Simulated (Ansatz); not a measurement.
C2H9BOSn

| atom | x (Å) | y (Å) | z (Å) |
| --- | --- | --- | --- |
| B | -0.7848 | 1.9164 | 0.4635 |
| C | -0.8105 | 0.3881 | 0.7618 |
| C | 0.4575 | -0.4427 | 0.5802 |
| O | 0.4399 | -1.6843 | 1.2696 |
| Sn | 0.9304 | -0.7852 | -1.5710 |
| H | -1.8271 | 2.5396 | 0.3797 |
| H | 0.2697 | 2.5267 | 0.4046 |
| H | -1.7168 | -0.1164 | 0.3550 |
| H | -1.0317 | 0.4578 | 1.8694 |
| H | 1.3260 | 0.1146 | 0.9873 |
| H | -0.3506 | -2.1727 | 0.9705 |
| H | 2.5489 | -1.3635 | -1.7648 |
| H | 0.6939 | 0.6208 | -2.5655 |
| H | -0.1577 | -2.0285 | -2.1114 |

Core potentials replace the inner electrons of Sn.

Computed with RKS PBE/def2-SVP in Ansatz.

**Predict the electron density and electron localisation function between the atoms.**

C–B (1.56 Å): ρ at the midpoint is about 1.4 e/Å³; the ELF peaks at about 1 between the atoms (a shared electron pair).

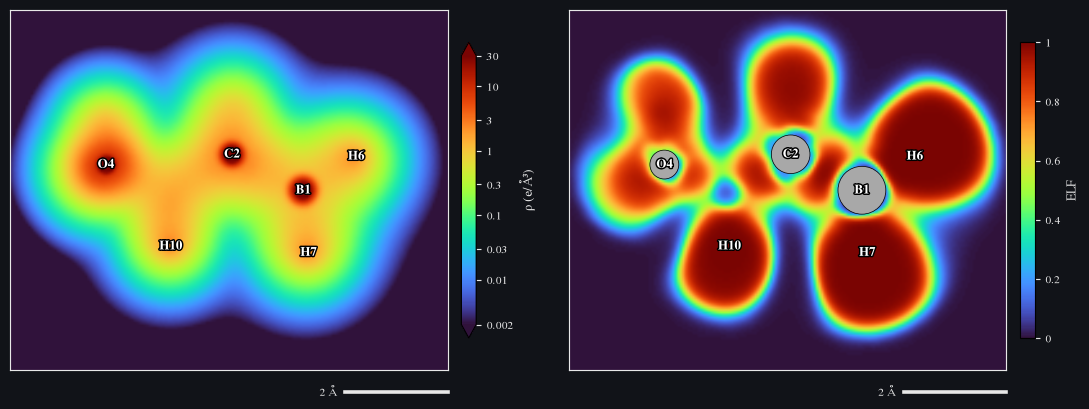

Computed electron density and electron localisation function on the plane of atoms C2, B1 and H7, in this order. Grey discs cover the atomic cores in the ELF map. 
